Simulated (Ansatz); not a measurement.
# Calculations on SiNH$_{3}$Cl$_{2}$ and related structures

Part 1: Relaxation

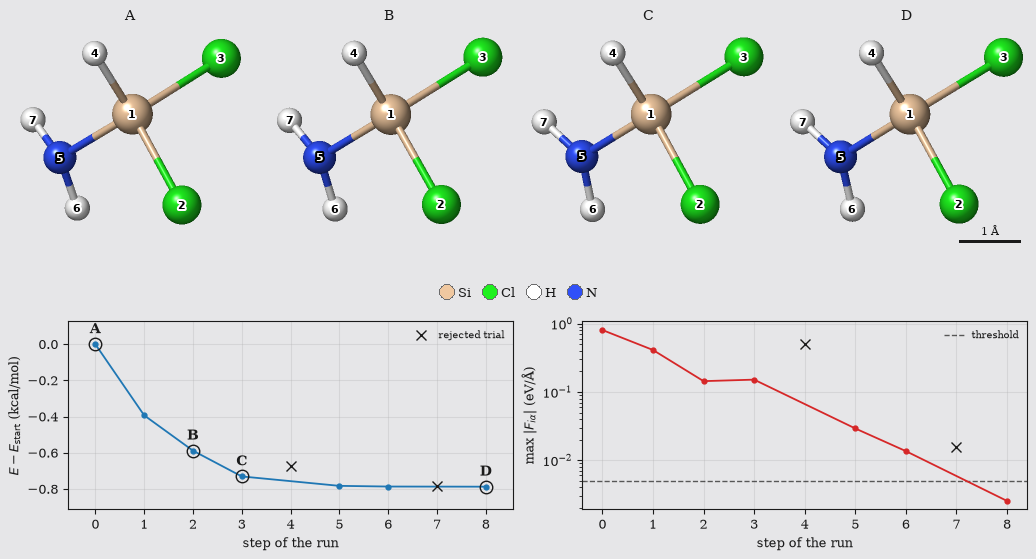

Frames of a relaxation of SiNH₃Cl₂, marked on the history of the run. Style: ball-and-stick. Shown from a free direction.

It is one of the separated products of a reaction.

Computed with RKS PBE0-D4/def2-TZVP in Ansatz.

Input file:
```yaml
crystal:
  periodic: [false, false, false]
  atoms:
    - {symbol: Si, position_ang: [-0.823586, -0.881283, 0.402813]}
    - {symbol: Cl, position_ang: [-0.315048, -1.901832, -1.275155]}
    - {symbol: Cl, position_ang: [-1.875814, -2.121973, 1.641247]}
    - {symbol: H, position_ang: [-1.674951, 0.275012, 0.091982]}
    - {symbol: N, position_ang: [0.654315, -0.333650, 1.111474]}
    - {symbol: H, position_ang: [1.387477, -1.029831, 1.178759]}
    - {symbol: H, position_ang: [0.560900, 0.132539, 2.006784]}
basis:
  gaussian: {orbitals: def2-TZVP}
hamiltonian: {xc: pbe0, dispersion: d4}
relax: {f_tol: 0.005, max_steps: 200}
```

Launched with:
```bash
ansatz run in.yaml --threads 8 --pin off --events-out ev --progress --plain --max-ram 19148MiB
```

### What happens along the run?

The largest move after the best rigid fit is that of H7, 0.15 Å. By element the largest moves are H 0.15 Å, Cl 0.12 Å, N 0.08 Å, Si 0.04 Å. Near-neighbour distances that change, for instance: Si1–N5 1.728 → 1.692 Å, Si1–Cl2 2.029 → 2.041 Å, Si1–Cl3 2.045 → 2.056 Å, N5–H6 1.013 → 1.007 Å. Bond angles that change, for instance: Si1–N5–H6 115.4° → 120.6°, Si1–N5–H7 115.4° → 120.1°, H6–N5–H7 108.9° → 111.9°. Over 6 accepted moves (8 points after the start) the energy falls by 0.79 kcal/mol. Largest force component: 0.81 eV/Å at the start, 0.0025 eV/Å at the end. The line search rejected the trial steps at points 4, 7 of the run. From step 0 to 2: Cl3 moves most (0.06 Å), energy −0.59 kcal/mol. From step 2 to 3: H7 moves most (0.09 Å), energy −0.14 kcal/mol. From step 3 to 8: H7 moves most (0.03 Å), energy −0.06 kcal/mol.

```tsv
step	E − E(0), kcal/mol	largest force component, eV/Å	note
0	0.00	0.8087	
1	-0.39	0.4125	
2	-0.59	0.1442	
3	-0.73	0.1518	
4	-0.67	0.4986	rejected
5	-0.78	0.0293	
6	-0.79	0.0136	
7	-0.79	0.0158	rejected
8	-0.79	0.0025
```

Part 2: Relaxation

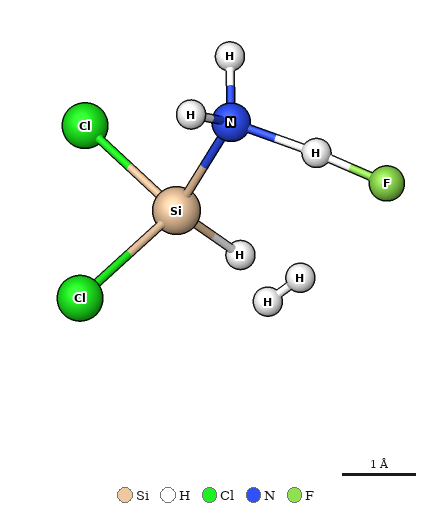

This is the input geometry for a relaxation of SiNH6Cl2F (started from a transition state, displaced along its imaginary mode). A ball-and-stick model, seen at a tilt.

Theory: RKS PBE0-D4/def2-TZVP (Ansatz 0.2.0).

Input
```yaml
crystal:
  periodic: [false, false, false]
  atoms:
    - {symbol: Si, position_ang: [-0.865380, -0.559702, 0.057896]}
    - {symbol: H, position_ang: [-0.245193, 0.639716, -1.510053]}
    - {symbol: Cl, position_ang: [-0.691001, -1.896667, -1.526986]}
    - {symbol: Cl, position_ang: [-1.565340, -1.744297, 1.572607]}
    - {symbol: H, position_ang: [-1.853174, 0.513174, -0.016516]}
    - {symbol: H, position_ang: [1.001249, 1.049679, 0.207818]}
    - {symbol: N, position_ang: [0.761005, -0.107917, 0.665359]}
    - {symbol: H, position_ang: [0.150277, 1.016202, -1.294537]}
    - {symbol: F, position_ang: [1.114389, 2.019859, -0.205529]}
    - {symbol: H, position_ang: [1.460476, -0.785797, 0.363199]}
    - {symbol: H, position_ang: [0.732792, -0.144250, 1.686842]}
basis:
  gaussian: {orbitals: def2-TZVP}
hamiltonian: {xc: pbe0, dispersion: d4}
relax: {f_tol: 0.005, max_steps: 200}
```

Run as
```bash
ansatz run in.yaml --threads 8 --pin off --events-out ev --progress --plain --max-ram 19148MiB
```

Question: Predict the outcome.

Answer: H2 moves most after the best rigid fit: 1.59 Å. Largest moves by element: H 1.59 Å, F 0.65 Å, Cl 0.51 Å, Si 0.49 Å, N 0.48 Å. Some distances before and after: Si1–H2 2.069 → 3.918 Å, H6–N7 1.268 → 1.730 Å, H2–H8 0.587 → 0.748 Å, H6–F9 1.061 → 0.950 Å. Bonds break, among them: H6–N7 (1.27 → 1.73 Å). Bond angles that change, for instance: Cl4–Si1–N7 101.8° → 112.6°, Cl3–Si1–H5 119.3° → 111.5°, Si1–N7–H11 107.7° → 115.4°. Over 32 accepted moves (33 points after the start) the energy falls by 164.8 kJ/mol. The largest force component goes from 7 to 0.0032 eV/Å. The line search rejected the trial step at point 25 of the run.

The structure at the end:

```xyz
11

Si   -0.7969   -0.9047    0.4046
H    -0.8721    1.6918   -2.5291
Cl   -0.3586   -1.8527   -1.3346
Cl   -1.7806   -2.2038    1.6394
H    -1.6710    0.2546    0.1800
H     1.3092    0.9211    0.0847
N     0.7078   -0.3710    1.0659
H    -0.2477    1.8080   -2.1344
F     1.6089    1.6605   -0.4303
H     1.4489   -1.0621    1.0714
H     0.6523    0.0583    1.9825
```

The end point in the same view:

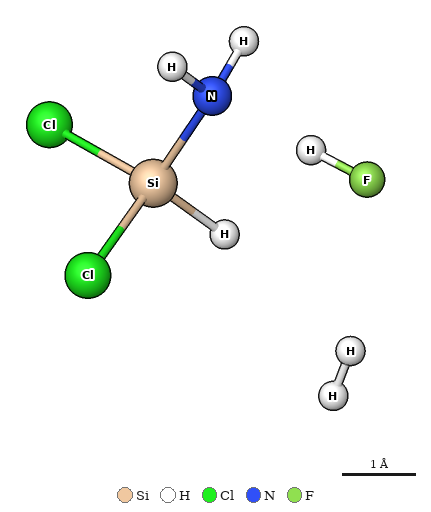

Part 3: Reaction

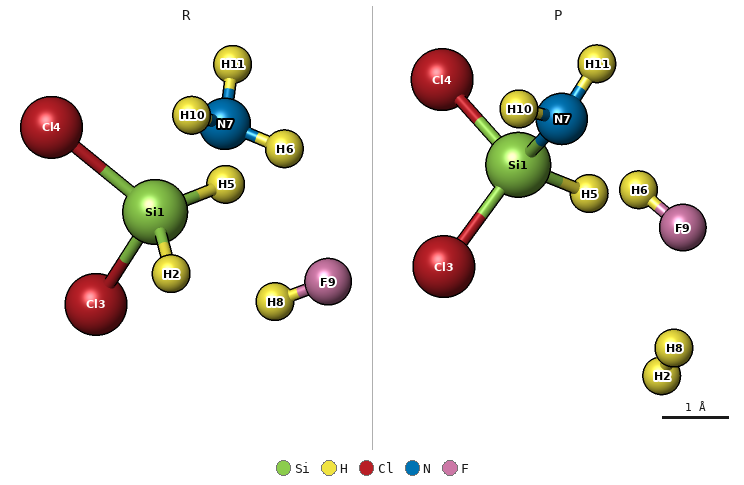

Reactant (R) and product (P) of one elementary step of SiNH$_{6}$Cl$_{2}$F. The picture is a ball-and-stick view, seen from a free direction.

Stationary points at PBE0-D4/def2-TZVP, single-point energies with CCSD(T)/CBS, r2SCAN-D4, SPW92 (LDA) (def2-TZVPP where no basis is named; Ansatz 0.2.0). The energies are electronic, without zero-point or thermal terms, and both ends are the minima reached downhill from the saddle, with any fragments still in contact. CCSD(T)/CBS stands for a frozen-core estimate: MP2 correlation extrapolated from def2-TZVPP and def2-QZVPP, CCSD(T) minus MP2 from the smaller set.

R:
```xyz
11

Si   -0.8673   -0.6658   -0.2946
H     0.1797   -0.3243   -1.2992
Cl   -2.2992   -1.3207   -1.7014
Cl   -0.5640   -2.4344    0.7396
H    -1.6843    0.3732    0.3596
H     0.8933    1.1074    0.7898
N     0.6619    0.1548    1.0613
H     0.7267    1.2982   -1.5477
F     1.1152    2.0509   -1.1628
H     1.5137   -0.3958    1.0380
H     0.3245    0.1564    2.0175
```

P:
```xyz
11

Si   -0.7994   -0.9047    0.3995
H    -0.8841    1.7335   -2.4965
Cl   -0.3845   -1.8311   -1.3570
Cl   -1.7805   -2.2144    1.6253
H    -1.6674    0.2637    0.1996
H     1.3165    0.9107    0.0850
N     0.7153   -0.3910    1.0537
H    -0.2552    1.8397   -2.1062
F     1.6165    1.6551   -0.4224
H     1.4514   -1.0872    1.0423
H     0.6716    0.0257    1.9768
```

Q: What is the transition state like, and how high is the barrier?

A: Counted by bonded pieces, R holds HF + NH₃ + SiH₂Cl₂ and P holds HF + H₂ + SiH₃NCl₂. From R over the saddle to P, bonds form: Si1–N7 (2.20 → 1.84 → 1.73 Å), H2–H8 (1.73 → 0.92 → 0.75 Å), H6–F9 (2.18 → 1.32 → 0.95 Å). Bonds break: Si1–H2 (1.49 → 1.83 → 3.92 Å), H6–N7 (1.02 → 1.13 → 1.73 Å), H8–F9 (0.93 → 1.27 → 2.52 Å). The saddle has one imaginary mode, 955i cm⁻¹. With CCSD(T)/CBS the barrier is 26.2 kcal/mol from R and 37.4 kcal/mol from P, and P lies 11.1 kcal/mol below R.

```
      level  barrier from R (kcal/mol)  barrier from P (kcal/mol)  P less R (kcal/mol)
CCSD(T)/CBS                       26.2                       37.4                −11.1
  r2SCAN-D4                       18.7                       29.4                −10.7
SPW92 (LDA)                        7.9                       13.8                 −6.0
```

Against CCSD(T)/CBS, r2SCAN-D4 comes closest on the barrier from R (−7.5 kcal/mol) and SPW92 (LDA) misses most (−18.4 kcal/mol).

Saddle geometry:

```xyz
11

Si   -0.8596   -0.5171   -0.0724
H    -0.2635    0.5498   -1.4337
Cl   -0.7342   -1.9466   -1.5319
Cl   -1.5063   -1.7151    1.5461
H    -1.9204    0.4944   -0.0145
H     1.0363    0.9343    0.3193
N     0.7613   -0.1001    0.6940
H     0.2587    1.2334   -1.1183
F     1.0451    1.9921   -0.4682
H     1.4747   -0.7518    0.3744
H     0.7079   -0.1736    1.7055
```

The saddle point in the same view, with dashed sticks for the bonds that form or break:

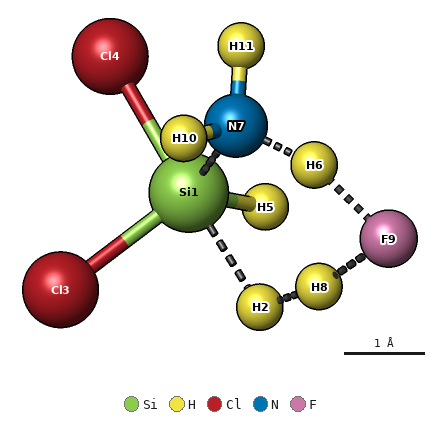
